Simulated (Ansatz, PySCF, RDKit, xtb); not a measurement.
# [GaSiH2Cl2]+: from the formula to a structure

Given the formula [GaSiH2Cl2]+ (charge +1) and nothing else, which arrangement of the atoms is the most stable in the gas at 298.15 K, and what are its properties?

Plan: many cheap relaxations first (GFN2-xTB), then density-functional screening, relaxation at B3LYP-D3(BJ)/def2-SVP, vibrations and a final energy. The numbers are computed, not measured.

7 further runs of the same task are left out: 7 set aside as unsound or not needed.

### 1 Candidates

A program enumerates the bonding patterns with one Lewis structure each (two rings at most, one unusual centre or charged pair), with their diastereomers. O–O, O–halogen and N–halogen bonds and N–N–N chains are not drawn. That gives 5 candidates.

| label | SMILES | spin |
| --- | --- | --- |
| c037 | Cl[SiH2][Ga+][Cl] | singlet |
| c431 | Cl[SiH](Cl)[GaH+] | singlet |
| c453 | Cl[SiH+][GaH][Cl] | singlet |
| c754 | Cl[Si+](Cl)[GaH2] | singlet |
| c757 | [SiH2+][Ga]([Cl])[Cl] | singlet |

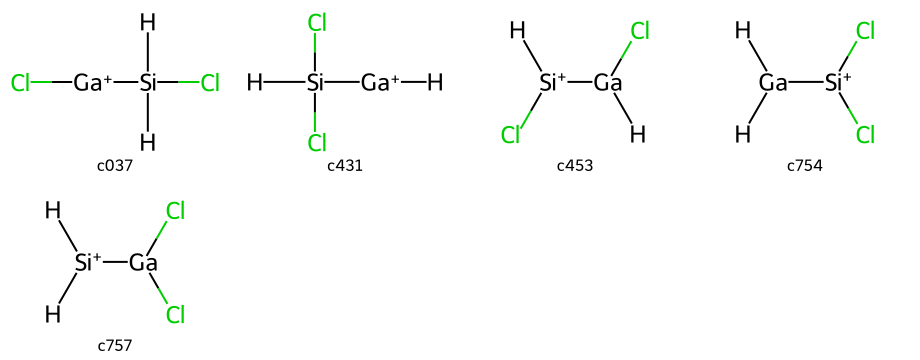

Structural formulas of the candidates.

Candidates are built by distance geometry, with a force field where one applies, in up to four conformers (letters a to d). 16 starts with atoms placed at random are added, to find patterns that the rules miss.

### 2 Search with GFN2-xTB

All 28 starts are relaxed the same way. One of them, c635 (atoms placed at random), in full:

Input file start.xyz:

```xyz
6
c635
Cl     0.055930    -0.714160     0.278070
Cl    -0.632860     1.188330     0.115300
Ga     0.471770    -0.932130    -1.582290
Si     1.116870     0.495530     1.236400
H     -1.308510     0.815310     1.051840
H      1.565160     0.397720    -1.261020
```

Command:

```
xtb start.xyz --gfn 2 --opt --chrg 1
```

The program printed (excerpt; [...] marks lines left out):

```text
* xtb version 6.7.1
[...]
          :  # basis functions                  42          :
[...]
          :  # electrons                        22          :
[...]
          :  Hamiltonian                  GFN2-xTB          :
[...]
          :  net charge                          1          :
          :  unpaired electrons                  0          :
[...]
   *** convergence criteria satisfied after 20 iterations ***
[...]
   *** GEOMETRY OPTIMIZATION CONVERGED AFTER 42 ITERATIONS ***
[...]
   *** convergence criteria satisfied after 3 iterations ***
[...]
         ::                     SUMMARY                     ::
         :::::::::::::::::::::::::::::::::::::::::::::::::::::
         :: total energy             -12.719976331380 Eh    ::
         :: gradient norm              0.000851446553 Eh/a0 ::
         :: HOMO-LUMO gap              2.431328045146 eV    ::
         ::.................................................::
         :: SCC energy               -12.737201356199 Eh    ::
         :: -> isotropic ES            0.088536270374 Eh    ::
         :: -> anisotropic ES         -0.007224605231 Eh    ::
         :: -> anisotropic XC         -0.016726248326 Eh    ::
         :: -> dispersion             -0.004341240130 Eh    ::
         :: repulsion energy           0.017225024819 Eh    ::
         :: add. restraining           0.000000000000 Eh    ::
         :: total charge               1.000000000000 e     ::
         :::::::::::::::::::::::::::::::::::::::::::::::::::::
[...]
        11        2.0000           -0.5140227             -13.9873 (HOMO)
        12                         -0.4246731             -11.5559 (LUMO)
[...]
          | TOTAL ENERGY              -12.719976331380 Eh   |
          | GRADIENT NORM               0.000851446553 Eh/α |
          | HOMO-LUMO GAP               2.431328045146 eV   |
           -------------------------------------------------
[...]
```

Wall time 0.28 s (1 thread of Arm Neoverse V1, shared host).

### 3 What the search left

28 of the 28 relaxations converged; 7 ended on a minimum already found. 21 distinct structures remain:

```csv
label,start,SMILES after,spin,energy (kcal/mol),note
c477,random,[Cl][SiH2][Cl].[Ga] ‡,singlet,0.0,loosely bound
c037b,drawn,Cl[SiH2][Ga+][Cl],singlet,28.1,
c037a,drawn,Cl[SiH2][Ga+][Cl],singlet,28.1,
c462,random,[Cl][SiH][Ga][ClH] ‡,singlet,36.0,
c593,random,[Cl][SiH][Ga][ClH] ‡,singlet,40.5,
c757b,drawn,[SiH2+][Ga]([Cl])[Cl],singlet,41.0,
c757a,drawn,[SiH2+][Ga]([Cl])[Cl],singlet,41.1,
c078,random,[Cl][SiH][Ga][ClH] ‡,singlet,41.7,
c546,random,[Cl][Si][Cl][Ga].[H][H] ‡,singlet,41.8,fell apart
c635,random,[SiH][Cl][Ga][ClH] ‡,singlet,45.0,
c885,random,[SiH][Cl][Ga][ClH] ‡,singlet,45.3,
c453a,drawn,Cl[SiH+][GaH][Cl],singlet,53.9,
c580,random,[SiH][Ga]([Cl])[ClH] ‡,singlet,57.2,
c431a,drawn,Cl[SiH](Cl)[GaH+],singlet,67.0,
c754a,drawn,[Cl][Si]1[Cl][GaH2]1 ‡,singlet,67.7,bonds changed
c607,random,[Cl][Si][GaH][ClH] ‡,singlet,70.0,
c308,random,[Cl][Si][GaH][ClH] ‡,singlet,71.1,
c603,random,[Cl][Si][GaH][ClH] ‡,singlet,71.1,
c344,random,[Cl][Cl][Ga].[SiH2] ‡,singlet,86.0,loosely bound
c458,random,[Cl][Cl].[Ga].[SiH2] ‡,singlet,99.6,loosely bound
c726,random,[SiH][GaH][Cl][Cl] ‡,singlet,125.2,
```

‡ marks the bonded skeleton alone, with all bonds drawn single: no Lewis structure was assigned that passes a check against the bond lengths.

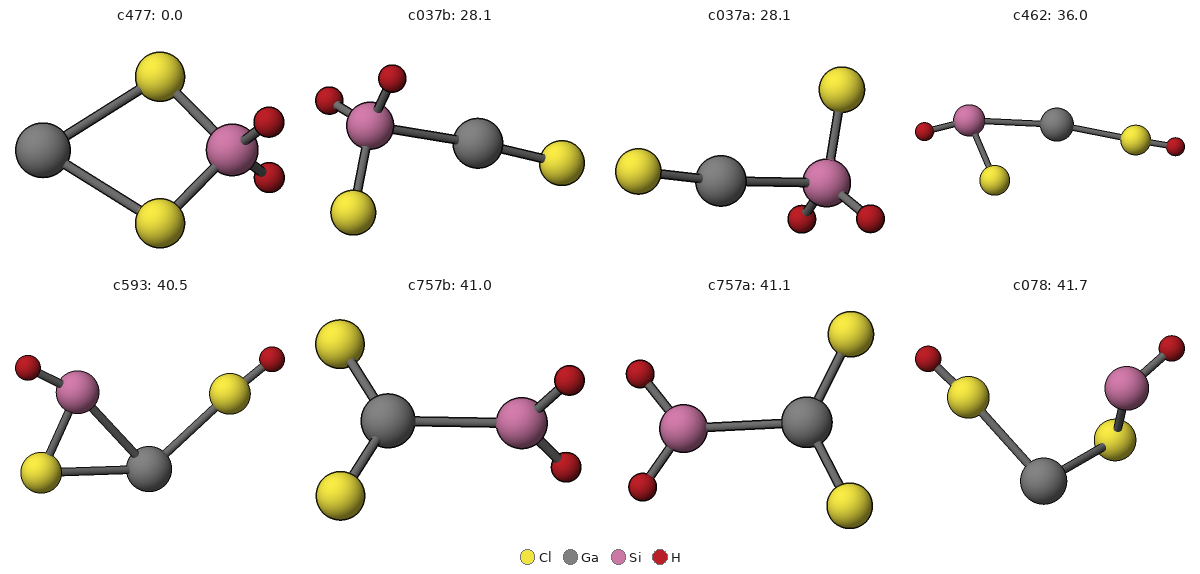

The 8 lowest minima that did not fall apart, with their GFN2-xTB energies in kcal/mol.

### 4 Second filter: single points

A choice of the minima (the low ones first, few conformers of a pattern, up to a cap) and the lowest that fell apart get a single point at r2SCAN-D4/def2-SVP on the tight-binding geometry, and one at HF/STO-3G for comparison. The lowest singlets are also tried as triplets at the same geometry (label ending in t). The first, c477:

Input file input.yaml:

```yaml
basis:
  gaussian:
    orbitals: def2-SVP
crystal:
  periodic: [false, false, false]
  atoms:
    - {symbol: Cl, position_ang: [0.816695, 1.336742, -0.536403]}
    - {symbol: Cl, position_ang: [-1.412490, -0.647654, 0.285585]}
    - {symbol: Ga, position_ang: [-0.900544, 1.715256, 1.548761]}
    - {symbol: Si, position_ang: [0.071500, -0.498774, -1.159311]}
    - {symbol: H, position_ang: [-0.552742, -0.337275, -2.462535]}
    - {symbol: H, position_ang: [1.073920, -1.523086, -0.914396]}
total_charge: 1
hamiltonian:
  xc: r2scan
  dispersion: d4
scf:
  lower_state_search: "off"
output:
  orbitals: {seedname: orbitals}
```

Command:

```
ansatz run input.yaml --threads 1 --pin off --max-ram 2610MiB --events-out events.jsonl --progress --plain --runs-dir runs
```

The program printed (excerpt; [...] marks lines left out):

```text
Warning: RAYON_NUM_THREADS=1 ignored (pool sized by the plan → 1); use --threads N
Functional definition: r2SCAN
  name "r2SCAN"
[...]
1057 factors; their error is unknown
[...]
mean field -85309.79129780 eV, -3135.0770051407 hartree, gradient 7.0e-6 eV, S^2 0.000000; 0 other end points of the search recorded, 0 dependent functions left out
reference -85309.79130898 eV, -3135.0770055516 hartree; 40, 40 occupied and 56, 56 virtual orbitals, 1057 factors
Total energy: -85309.83690291 eV, -3135.0786810975 hartree
Checks for a lower state left out: stability, starts, cluster_reference, orbital_swaps, neighbouring_geometries, increment
```

Run time: 3.6 s. Hardware: 1 thread of Arm Neoverse V1, shared host.

Relative energies in kcal/mol, each column from its lowest structure that stays in one piece:

| label | SMILES | spin | GFN2-xTB | HF/STO-3G | r2SCAN-D4/def2-SVP |
| --- | --- | --- | --- | --- | --- |
| c477 | [Cl][SiH2][Cl].[Ga] ‡ | singlet | 0.0 | 4.9 | 0.0 |
| c037a | Cl[SiH2][Ga+][Cl] | singlet | 28.1 | 0.0 | 20.6 |
| c037b | Cl[SiH2][Ga+][Cl] | singlet | 28.1 | 0.1 | 20.7 |
| c546 | [Cl][Si][Cl][Ga].[H][H] ‡ | singlet | 41.8 | 49.9 | 42.9 |
| c462 | [Cl][SiH][Ga][ClH] ‡ | singlet | 36.0 | 99.3 | 71.1 |
| c477t | [Cl][SiH2][Cl].[Ga] ‡ | triplet | – | – | 95.3 |
| c037at | Cl[SiH2][Ga+][Cl] | triplet | – | – | 115.5 |

‡ marks the bonded skeleton alone, with all bonds drawn single: no Lewis structure was assigned that passes a check against the bond lengths.

### 5 A second chance for lost patterns

Some ordinary bonding patterns rearranged or fell apart under GFN2-xTB. Their starts are relaxed at r2SCAN-D4/def2-SVP instead (label ending in r). The first, c754ar:

Input file input.yaml:

```yaml
crystal:
  periodic: [false, false, false]
  atoms:
    - {symbol: Cl, position_ang: [0.121589, 3.696106, -2.404830]}
    - {symbol: Cl, position_ang: [2.537846, 2.089721, -0.125095]}
    - {symbol: Ga, position_ang: [-0.200415, -0.000295, -1.185585]}
    - {symbol: Si, position_ang: [0.940294, 1.978331, -1.484306]}
    - {symbol: H, position_ang: [-0.703404, 0.184079, 0.289830]}
    - {symbol: H, position_ang: [-1.514060, -0.360393, -2.002341]}
basis:
  gaussian:
    orbitals: def2-SVP
total_charge: 1
hamiltonian:
  xc: r2scan
  dispersion: d4
scf:
  lower_state_search: off
relax:
  f_tol: 0.01
output:
  orbitals: {seedname: orbitals}
```

Command:

```
ansatz run input.yaml --threads 1 --pin off --max-ram 2610MiB --events-out events.jsonl --progress --plain --runs-dir runs
```

The program printed (excerpt; [...] marks lines left out):

```text
Warning: RAYON_NUM_THREADS=1 ignored (pool sized by the plan → 1); use --threads N
[...]
[... 2 set-up lines as earlier in the session ...]
[...]
1057 factors; their error is unknown
[...]
mean field -85306.74831508 eV, -3134.9651775885 hartree, gradient 7.9e-6 eV, S^2 0.000000; 0 other end points of the search recorded, 0 dependent functions left out
[...]
reference -85306.74832543 eV, -3134.9651779689 hartree; 40, 40 occupied and 56, 56 virtual orbitals, 1057 factors
[...]
Atom 2 at    -0.688975     0.125406    -0.938301 Å, force    -0.007028    -0.009665    -0.009466 eV/Å
Atom 3 at     0.839888     2.090183    -1.308398 Å, force    -0.006617     0.007391     0.002441 eV/Å
Atom 4 at    -1.254072     0.183274     0.492904 Å, force     0.003633     0.001359    -0.002847 eV/Å
Atom 5 at    -0.741664    -0.724682    -2.221687 Å, force     0.001203     0.005623     0.009753 eV/Å
Dipole moment:    -0.236090    -0.304536     0.056548 e Å
Checks for a lower state left out: stability, starts, cluster_reference, orbital_swaps, neighbouring_geometries, increment
```

Wall time 65 s (1 thread of Arm Neoverse V1, shared host).

Energies at r2SCAN-D4/def2-SVP after that relaxation, from the lowest structure of the screen (which was not relaxed at this level):

```csv
label,SMILES,spin,energy (kcal/mol)
c754ar,Cl[Si+](Cl)[GaH2],singlet,40.3
```

### 6 Third filter: density-functional geometries

3 candidates are relaxed at B3LYP-D3(BJ)/def2-SVP (chosen among the lowest in one piece). The first, c477:

Input file input.yaml:

```yaml
crystal:
  periodic: [false, false, false]
  atoms:
    - {symbol: Cl, position_ang: [0.816695, 1.336742, -0.536403]}
    - {symbol: Cl, position_ang: [-1.412490, -0.647654, 0.285585]}
    - {symbol: Ga, position_ang: [-0.900544, 1.715256, 1.548761]}
    - {symbol: Si, position_ang: [0.071500, -0.498774, -1.159311]}
    - {symbol: H, position_ang: [-0.552742, -0.337275, -2.462535]}
    - {symbol: H, position_ang: [1.073920, -1.523086, -0.914396]}
basis:
  gaussian:
    orbitals: def2-SVP
total_charge: 1
hamiltonian:
  xc: {name: B3LYP}
  dispersion: d3bj
scf:
  lower_state_search: off
relax:
  f_tol: 0.003
```

Command:

```
ansatz run input.yaml --threads 1 --pin off --max-ram 2610MiB --events-out events.jsonl --progress --plain --runs-dir runs
```

The program printed (excerpt; [...] marks lines left out):

```text
Warning: RAYON_NUM_THREADS=1 ignored (pool sized by the plan → 1); use --threads N
[...]
Functional definition: B3LYP
  name "B3LYP"
[...]
962 factors; integrals over basis functions are off by at most 2.7e-4 eV
[...]
mean field -85315.07584379 eV, -3135.2712086238 hartree, gradient 8.8e-6 eV, S^2 0.000000; 0 other end points of the search recorded, 0 dependent functions left out
[...]
Atom 2 at    -0.928437     1.779845     1.629300 Å, force    -0.000628     0.001511     0.001979 eV/Å
Atom 3 at     0.065240    -0.484418    -1.141940 Å, force     0.000770    -0.001667    -0.001950 eV/Å
Atom 4 at    -0.541389    -0.355928    -2.476763 Å, force    -0.001019     0.000797    -0.000850 eV/Å
Atom 5 at     1.075877    -1.534406    -0.936050 Å, force     0.000983    -0.000652     0.001082 eV/Å
Dipole moment:    -0.077671     0.176621     0.215713 e Å
Checks for a lower state left out: stability, starts, cluster_reference, orbital_swaps, neighbouring_geometries, increment
```

Run time: 24 s. Hardware: 1 thread of Arm Neoverse V1, shared host.

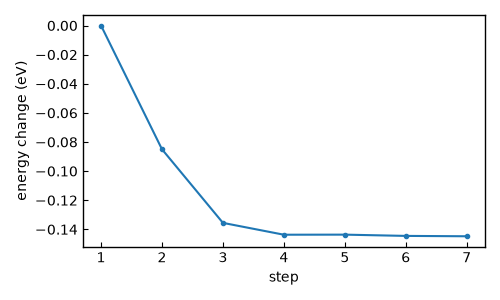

Energy along the run, all evaluated steps.

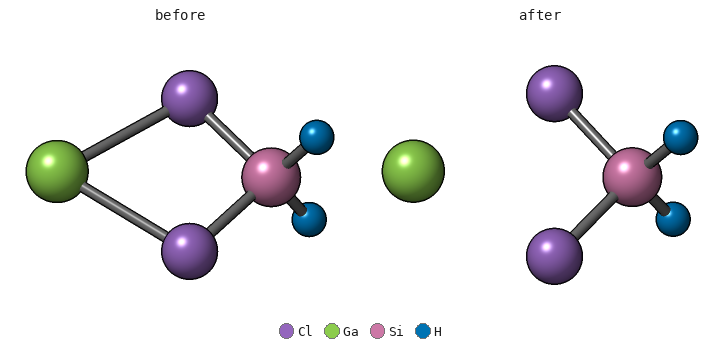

Before and after, at one scale.

After the run. Bond lengths: Cl1–Si4 2.111 Å, Cl2–Si4 2.111 Å, Si4–H5 1.472 Å, Si4–H6 1.472 Å. Angles: Cl1–Si4–Cl2 102.6°, Cl1–Si4–H5 108.7°, Cl1–Si4–H6 108.7°, Cl2–Si4–H5 108.7°, Cl2–Si4–H6 108.7°, H5–Si4–H6 118.2°.

### 7 After refinement

```csv
label,spin,r2SCAN-D4/def2-SVP (kcal/mol),"B3LYP-D3(BJ)/def2-SVP, relaxed (kcal/mol)",time,note
c477,singlet,0.0,0.0,24 s,
c037a,singlet,20.6,27.2,23 s,
c037b,singlet,20.7,27.2,24 s,same minimum as c037a
```

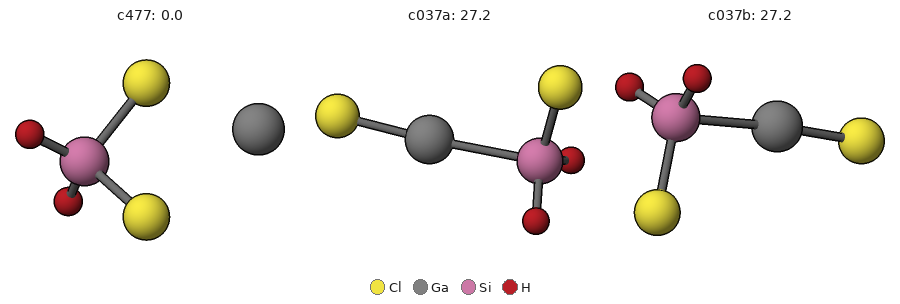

The relaxed structures, with energies at B3LYP-D3(BJ)/def2-SVP in kcal/mol.

### 8 Harmonic analysis of the finalists

The lowest few in one piece go on as finalists. Harmonic vibrations at B3LYP-D3(BJ)/def2-SVP test each finalist and give the zero-point energy and the thermal terms. The first, c477:

Input file input.yaml:

```yaml
crystal:
  periodic: [false, false, false]
  atoms:
    - symbol: Cl
      position_ang: [0.898981, 1.376253, -0.593957]
    - symbol: Cl
      position_ang: [-1.473933, -0.736136, 0.281111]
    - symbol: Ga
      position_ang: [-0.928437, 1.779845, 1.629300]
    - symbol: Si
      position_ang: [0.065240, -0.484418, -1.141940]
    - symbol: H
      position_ang: [-0.541389, -0.355928, -2.476763]
    - symbol: H
      position_ang: [1.075877, -1.534406, -0.936050]
basis:
  gaussian:
    orbitals: def2-SVP
hamiltonian:
  xc: {name: B3LYP}
  dispersion: d3bj
phonons: {}
scf:
  lower_state_search: "off"
total_charge: 1
```

Command:

```
ansatz run input.yaml --threads 1 --pin off --max-ram 2610MiB --events-out events.jsonl --progress --plain --runs-dir runs
```

The program printed (excerpt; [...] marks lines left out):

```text
Warning: RAYON_NUM_THREADS=1 ignored (pool sized by the plan → 1); use --threads N
[... 2 set-up lines as earlier in the session ...]
[...]
964 factors; integrals over basis functions are off by at most 2.8e-4 eV
[...]
mean field -85315.22424523 eV, -3135.2766622760 hartree, gradient 1.2e-6 eV, S^2 0.000000; 0 other end points of the search recorded, 0 dependent functions left out
[...]
Atom 4 at    -0.541389    -0.355928    -2.476763 Å, force    -0.001023     0.000799    -0.000860 eV/Å
Atom 5 at     1.075877    -1.534406    -0.936050 Å, force     0.000974    -0.000642     0.001078 eV/Å
Dipole moment:    -0.077672     0.176621     0.215712 e Å
Vibrations: 50.54 85.16 117.74 215.30 492.51 507.15 592.68 652.52 842.04 930.85 2316.06 2353.23 cm⁻¹, zero-point energy 0.567586 eV
Checks for a lower state left out: stability, starts, cluster_reference, orbital_swaps, neighbouring_geometries, increment
```

Wall time 1.8 min (1 thread of Arm Neoverse V1, shared host).

### 9 Zero-point energy and free-energy terms

At 298.15 K and 1 atm, ideal gas, rigid rotor and harmonic oscillator:

| label | SMILES | spin | point group | lowest mode (cm⁻¹) | zero-point (kcal/mol) | G − E (kcal/mol) |
| --- | --- | --- | --- | --- | --- | --- |
| c477 | [Cl][SiH2][Cl].[Ga] ‡ | singlet | C2v | 51 | 13.1 | -7.6 |
| c037a | Cl[SiH2][Ga+][Cl] | singlet | Cs | 47 | 12.9 | -8.1 |

‡ marks the bonded skeleton alone, with all bonds drawn single: no Lewis structure was assigned that passes a check against the bond lengths.

### 10 Energies at the top level

Each finalist gets a single point at CCSD(T)/def2-SVP + MP2/def2-TZVPP - MP2/def2-SVP.

c477, CCSD(T)/def2-SVP:

Input file input.yaml:

```yaml
basis:
  gaussian: {orbitals: def2-SVP}
crystal:
  periodic: [false, false, false]
  atoms:
    - {symbol: Cl, position_ang: [0.898981, 1.376253, -0.593957]}
    - {symbol: Cl, position_ang: [-1.473933, -0.736136, 0.281111]}
    - {symbol: Ga, position_ang: [-0.928437, 1.779845, 1.629300]}
    - {symbol: Si, position_ang: [0.065240, -0.484418, -1.141940]}
    - {symbol: H, position_ang: [-0.541389, -0.355928, -2.476763]}
    - {symbol: H, position_ang: [1.075877, -1.534406, -0.936050]}
total_charge: 1
correlation: {method: ccsd_t, frozen_orbitals: {Cl: 5, H: 0, Si: 5, Ga: 9}}
```

Command:

```
ansatz run input.yaml --threads 1 --pin off --max-ram 2610MiB --events-out events.jsonl --progress --plain --runs-dir runs
```

The program printed (excerpt; [...] marks lines left out):

```text
Warning: RAYON_NUM_THREADS=1 ignored (pool sized by the plan → 1); use --threads N
Functional definition: HF
  name "HF"
[...]
905 factors; integrals over basis functions are off by at most 1.1e-3 eV
[...]
mean field -85215.27702302 eV, -3131.6036696066 hartree, gradient 7.5e-7 eV, S^2 0.000000; 0 other end points of the search recorded, 0 dependent functions left out
24 core orbitals not correlated: weight in the atoms' cores, before any rotation towards them, 1.000 or more for the frozen orbitals, at most 0.000 for the correlated occupied ones
reference -85215.27702302 eV, -3131.6036696066 hartree; 16, 16 occupied and 56, 56 virtual orbitals, 905 factors
second order -14.63352733 eV of doubles, -0.00000000 eV of singles
cycle   1  -15.09541954 eV  change   -4.6e-1 eV  update   9.8e-2
[...]
cycle   8  -15.64900770 eV  change   -1.5e-5 eV  update   1.8e-5
perturbative correction -0.41626887 eV, -0.0152975987 hartree
Total energy: -85231.34229959 eV, -3132.1940576312 hartree
```

It took 8.1 s on 1 thread of Arm Neoverse V1, shared host.

### 11 c477 at MP2/def2-TZVPP

Input file input.yaml:

```yaml
crystal:
  periodic: [false, false, false]
  atoms:
    - symbol: Cl
      position_ang: [0.898981, 1.376253, -0.593957]
    - symbol: Cl
      position_ang: [-1.473933, -0.736136, 0.281111]
    - symbol: Ga
      position_ang: [-0.928437, 1.779845, 1.629300]
    - symbol: Si
      position_ang: [0.065240, -0.484418, -1.141940]
    - symbol: H
      position_ang: [-0.541389, -0.355928, -2.476763]
    - symbol: H
      position_ang: [1.075877, -1.534406, -0.936050]
basis:
  gaussian: {orbitals: def2-TZVPP}
correlation: {method: mp2, frozen_orbitals: {Cl: 5, H: 0, Si: 5, Ga: 9}}
total_charge: 1
```

Command:

```
ansatz run input.yaml --threads 1 --pin off --max-ram 2610MiB --events-out events.jsonl --progress --plain --runs-dir runs
```

The program printed (excerpt; [...] marks lines left out):

```text
Warning: RAYON_NUM_THREADS=1 ignored (pool sized by the plan → 1); use --threads N
[... 2 set-up lines as earlier in the session ...]
[...]
1222 factors; integrals over basis functions are off by at most 9.2e-4 eV
[...]
mean field -85233.47800786 eV, -3132.2725434626 hartree, gradient 2.5e-6 eV, S^2 0.000000; 0 other end points of the search recorded, 0 dependent functions left out
24 core orbitals not correlated: weight in the atoms' cores, before any rotation towards them, 1.000 or more for the frozen orbitals, at most 0.000 for the correlated occupied ones
reference -85233.47800786 eV, -3132.2725434626 hartree; 16, 16 occupied and 162, 162 virtual orbitals, 1222 factors
second order -18.49264283 eV of doubles, -0.00000000 eV of singles
Total energy: -85251.97065070 eV, -3132.9521355520 hartree
```

Run time: 9.3 s. Hardware: 1 thread of Arm Neoverse V1, shared host.

### 12 c037a at CCSD(T)/def2-SVP

Input file input.yaml:

```yaml
crystal:
  periodic: [false, false, false]
  atoms:
    - symbol: Cl
      position_ang: [0.270757, 2.202898, -3.297163]
    - symbol: Cl
      position_ang: [-2.665840, -0.096254, 0.498018]
    - symbol: Ga
      position_ang: [-0.919419, 0.666614, -0.357245]
    - symbol: Si
      position_ang: [1.075932, 1.619564, -1.521795]
    - symbol: H
      position_ang: [1.986622, 0.459796, -1.609213]
    - symbol: H
      position_ang: [1.473562, 2.728806, -0.630997]
basis:
  gaussian:
    orbitals: def2-SVP
total_charge: 1
correlation:
  method: ccsd_t
  frozen_orbitals: {Cl: 5, H: 0, Si: 5, Ga: 9}
```

Command:

```
ansatz run input.yaml --threads 1 --pin off --max-ram 2610MiB --events-out events.jsonl --progress --plain --runs-dir runs
```

The program printed (excerpt; [...] marks lines left out):

```text
Warning: RAYON_NUM_THREADS=1 ignored (pool sized by the plan → 1); use --threads N
[... 2 set-up lines as earlier in the session ...]
[...]
905 factors; integrals over basis functions are off by at most 1.1e-3 eV
[...]
mean field -85214.21294748 eV, -3131.5645655519 hartree, gradient 2.6e-6 eV, S^2 0.000000; 0 other end points of the search recorded, 0 dependent functions left out
24 core orbitals not correlated: weight in the atoms' cores, before any rotation towards them, 1.000 or more for the frozen orbitals, at most 0.000 for the correlated occupied ones
reference -85214.21294748 eV, -3131.5645655519 hartree; 16, 16 occupied and 56, 56 virtual orbitals, 905 factors
second order -14.82977175 eV of doubles, -0.00000000 eV of singles
cycle   1  -15.16864623 eV  change   -3.4e-1 eV  update   1.0e-1
[...]
cycle   9  -15.71930849 eV  change   -1.4e-5 eV  update   2.8e-5
perturbative correction -0.46845596 eV, -0.0172154391 hartree
Total energy: -85230.40071193 eV, -3132.1594549230 hartree
```

Run time: 8.1 s. Hardware: 1 thread of Arm Neoverse V1, shared host.

[end of part 1 of 2]
